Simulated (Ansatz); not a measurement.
**ClF4HOW···HF: density, localisation and related maps**

The calculation's input:

```
crystal:
  periodic: [false, false, false]
  atoms:
    - { symbol: W, position_ang: [0.382049, 0.232403, -0.279898] }
    - { symbol: F, position_ang: [-0.334007, -0.257652, 2.655254] }
    - { symbol: Cl, position_ang: [2.392231, -0.210356, -1.323935] }
    - { symbol: F, position_ang: [0.316849, 1.906411, -1.069238] }
    - { symbol: F, position_ang: [-1.31464, 0.530885, 0.350432] }
    - { symbol: F, position_ang: [0.388933, -1.447863, 0.435937] }
    - { symbol: F, position_ang: [-0.383346, -0.385924, -1.834477] }
    - { symbol: O, position_ang: [1.333972, 1.070097, 1.130462] }
    - { symbol: H, position_ang: [2.008609, 1.75081, 1.146686] }
    - { symbol: H, position_ang: [0.301251, 0.33889, 2.941477] }
basis:
  gaussian: { orbitals: def2-SVP }
hamiltonian:
  xc: { name: BHLYP }
relax:
  f_tol: 0.03
  max_steps: 50
output:
  orbitals: {}
```

Launched as:

```sh
ansatz run input.yaml --threads 4 --pin off --max-ram 5120MiB --backend cpu --events-out ev --progress --plain --runs-dir out
```

The fields are those of the run's last geometry, not of the input's.

Core potentials replace the inner electrons of W.

Theory: RKS BHLYP/def2-SVP in Ansatz.

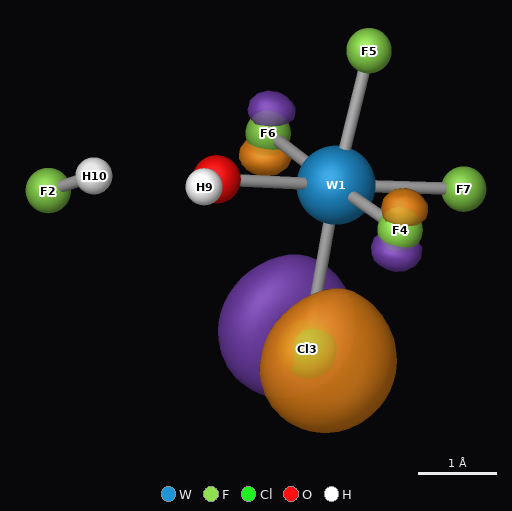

Figure 1. The HOMO−1 at ±0.2 Å⁻³ᐟ² (orange and purple are the two phases), seen from one side.

### Describe this orbital and give its energy.

Its weight (Hirshfeld) is mainly on Cl3 (about 85 %); largely a lone pair of Cl3. Its energy is −11.81 eV.

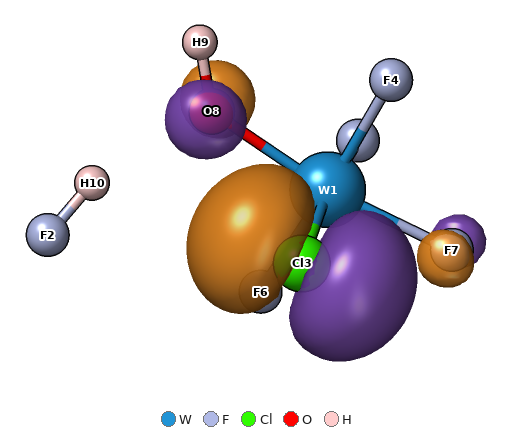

Figure 2. One frontier orbital at ±0.15 Å⁻³ᐟ² (orange and purple are the two phases), seen across its widest extent.

### Which orbital is it: HOMO or LUMO?

The HOMO, at −11.68 eV. It lies mainly on Cl3 (about 80 %) and O8 (about 10 %); largely a lone pair of Cl3.
